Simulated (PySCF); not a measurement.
C4H7B, SMILES C=CBC=C, B3LYP/def2-SVP optimised geometry. Atoms within 1.6 Å of the plane z = 0.6 Å (x, y, z in Å): B1 (-0.69, 0.65, 0.00), H2 (-1.24, 1.73, 0.00), C3 (-1.57, -0.63, 0.00), C4 (-1.07, -1.89, 0.00), H5 (-2.66, -0.53, 0.00), H6 (-1.72, -2.77, 0.00), H7 (0.00, -2.08, -0.01), C8 (0.86, 0.65, 0.00), C9 (1.56, 1.80, 0.01), H10 (1.44, -0.28, 0.00), H11 (2.66, 1.83, 0.01), H12 (1.06, 2.77, 0.01).

Computed with B3LYP/def2-TZVP in PySCF.

Map of the Laplacian of the electron density (e/bohr⁵) on the plane z = 0.6 Å:

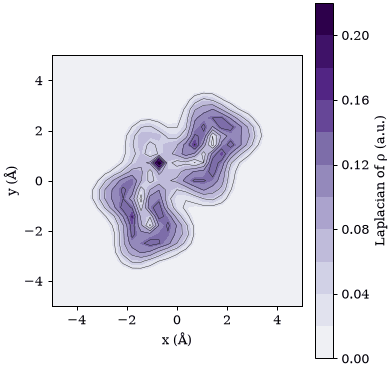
*Laplacian of the electron density (e/bohr⁵) on the plane z = 0.6 Å.*
